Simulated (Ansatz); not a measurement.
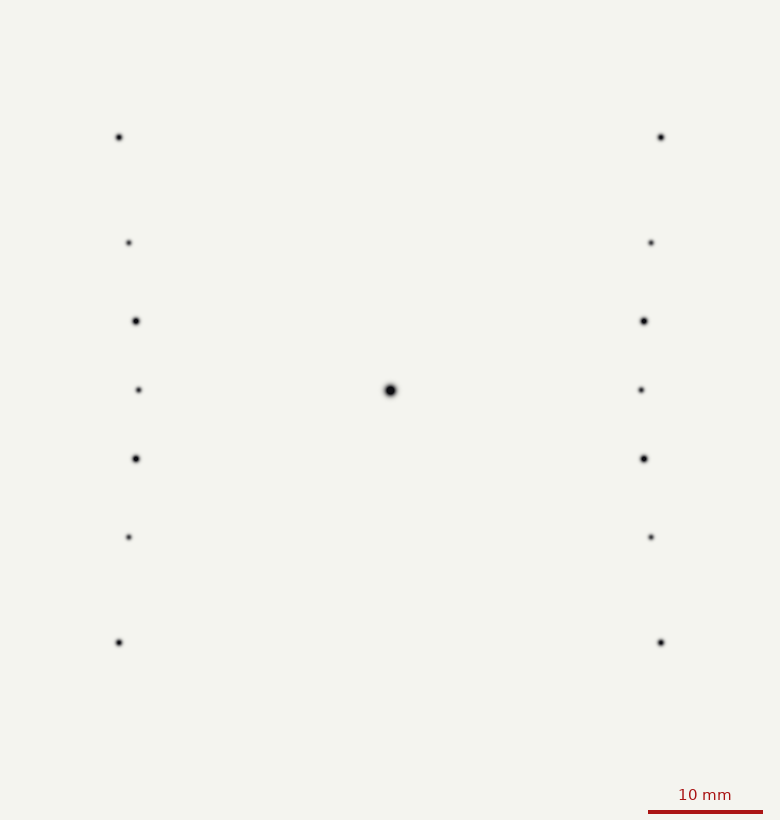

Simulated X-ray rotation photograph: Cu Kα radiation (λ = 1.5418 Å), cylindrical film of radius 30.0 mm unrolled, rotation axis vertical and normal to the beam, kinematic intensities without Lorentz or polarisation factors, the film spanning ±63° about the beam; spots down to d = 1.64 Å.

### Measure the layer lines and find the identity period along the axis.

The first layer line lies 6.1 mm from the equator, so tan ν = 0.203, sin ν = 0.199 and the period is λ/sin ν = 7.74 Å. Further lines follow at 13.0, 22.3 mm.

The crystal is C, space group P6_3/mmc (No. 194), a = 2.458 Å, c = 7.743 Å (hexagonal axes). Structure: coordinates from a relaxation at fixed volume with Ansatz, DFT r2SCAN, scalar-relativistic, plane waves, PAW.

### About which axis was it rotated?

About [001], whose length in the conventional cell is 7.743 Å.
